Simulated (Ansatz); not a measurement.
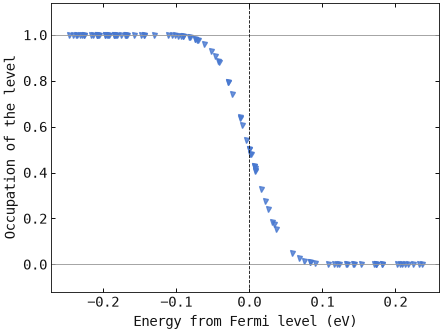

Occupations of the one-electron levels of the k mesh against their energy, from a run on EuOs, space group Pm-3m (No. 221), 2 atoms in the cell, with Ansatz.

**Name the smearing function and its width.**

Gaussian smearing with a width of 0.05 eV. The occupations stay between 0 and 1 and die off fast, as an error function; the slope at the Fermi level is 1/(√π × width).
